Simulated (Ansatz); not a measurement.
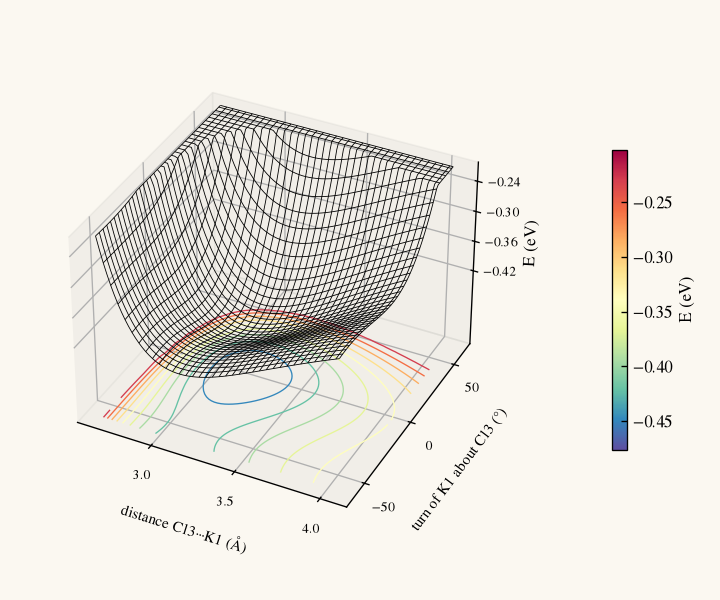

Energy landscape of CH3ClK, charge +1. The turn is about an axis along (−1.00, −0.02, 0.05) in the frame of the relaxed pair, normal to the line between the partners. First axis: distance Cl3···K1. Second axis: turn of K1 about Cl3. The grid has 15 × 15 points. Energies are in eV, from the ion and the molecule far apart, frozen as in the relaxed pair, each in its own basis (no counterpoise correction). Level of theory: Ansatz, RHF/def2-SVPD.

The picture shows a relief with its contours projected below, any walls above the top of the colour scale cut off. Between grid points the surface is interpolated. 

### Summarise what can be read from the map.

The lowest grid point is at distance Cl3···K1 = 3.183 Å, turn of K1 about Cl3 = 0.0°, −0.476 eV from the ion and the molecule far apart, frozen as in the relaxed pair, each in its own basis (no counterpoise correction). The energy also falls towards the edge at distance Cl3···K1 = 3.080 Å, turn of K1 about Cl3 = −60.0° (0.043 eV above the lowest), where a further well may lie outside the range. The highest grid point, distance Cl3···K1 = 2.652 Å, turn of K1 about Cl3 = 60.0°, lies 0.887 eV above the lowest. Round the minimum the two coordinates are weakly coupled (coupling −0.09 in units of the two stiffnesses). At the highest point the unbonded atoms K1···H4 come to 2.49 Å, against 4.69 Å at the lowest; the sum of their van der Waals radii is about 3.9 Å.

Each point was launched as `ansatz run input.yaml --threads 1 --pin off --max-ram 2560MiB --backend cpu --events-out ev --progress --plain --runs-dir out`. The whole map (225 points run) took 11 min on 1 thread of Arm Neoverse N1, with other jobs on the host.
